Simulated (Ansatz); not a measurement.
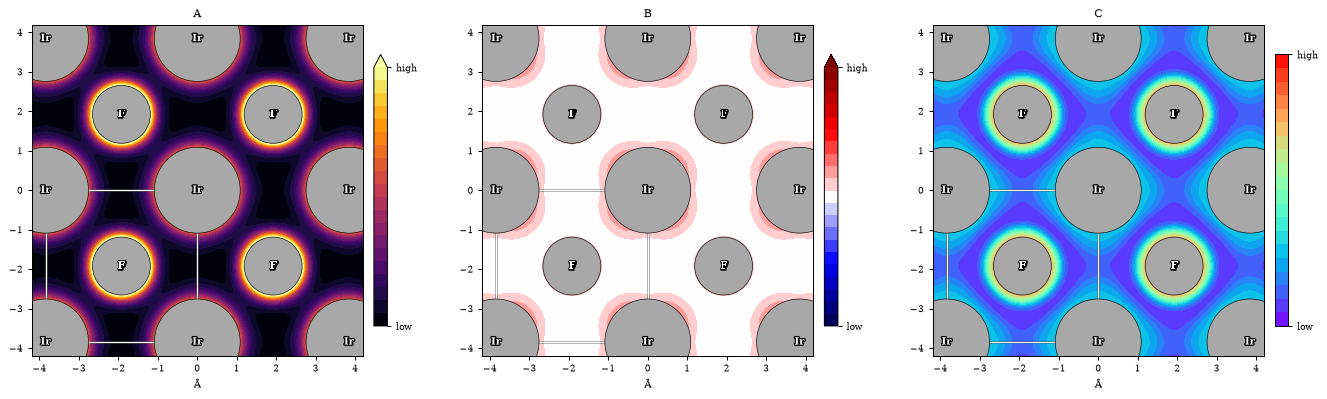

Ir3F: 3 fields on the (010) plane of the conventional cell, with unlabelled colour scales. Grey discs cover the atomic cores.

Space group Pm-3m; started from the Cu3Au (L1_2)_221 prototype, which need not be the ambient phase; spin-polarised.

The calculation used Ansatz, DFT PBE, scalar-relativistic, plane waves, PAW.

```
CELL_PARAMETERS angstrom
3.84340 0.00000 0.00000
0.00000 3.84340 0.00000
0.00000 0.00000 3.84340
ATOMIC_POSITIONS crystal
Ir 0.00000 0.50000 0.50000
Ir 0.50000 0.00000 0.50000
Ir 0.50000 0.50000 0.00000
F 0.00000 0.00000 0.00000
```

**The panels show electron localisation function, spin density and valence pseudo-density in some order. Assign them.**

Panel A: valence pseudo-density. Panel B: spin density (confined to the magnetic sites and close to zero elsewhere). Panel C: electron localisation function. From the grid: Ir–F (2.72 Å): the density is about 0.22 e/Å³ at the midpoint, with its minimum of 0.19 e/Å³ about 1.5 Å from Ir; the ELF is about 0.10 at the midpoint: no localised pair shows between them.
